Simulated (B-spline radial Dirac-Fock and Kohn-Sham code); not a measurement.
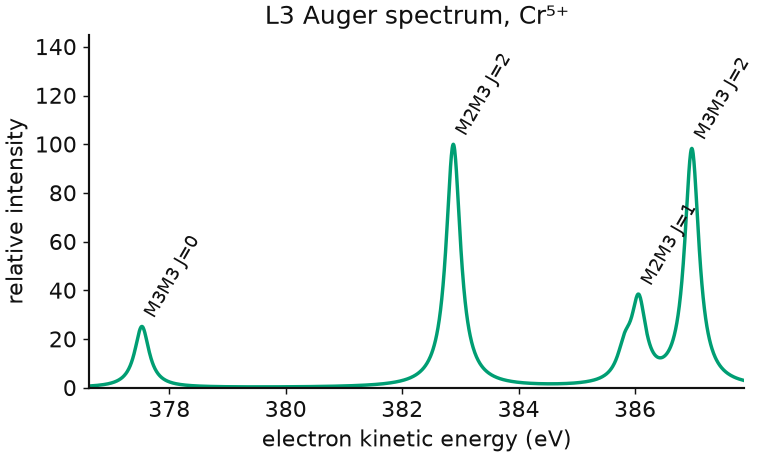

The Auger multiplet of an L3 hole with both final holes in M23, lines labelled by the leading pair of holes and J, broadened by 0.30 eV full width. Kinetic energies count from the vacuum level; very weak lines are left out. Lines are named by their largest jj component, which in light atoms can differ from the customary names. The figure is for the ion Cr⁵⁺, configuration [Ar] 3d1. Method: Dirac–Fock ΔSCF energies in intermediate coupling of the two holes, Coulomb rates, valence shells as spectators (computed with a radial B-spline solver).

> How wide is the L3 level from this decay?

0.219 eV from this multiplet.

> Which line is strongest?

L3-M2M3 J=2 at 382.9 eV, 37 % of the multiplet.
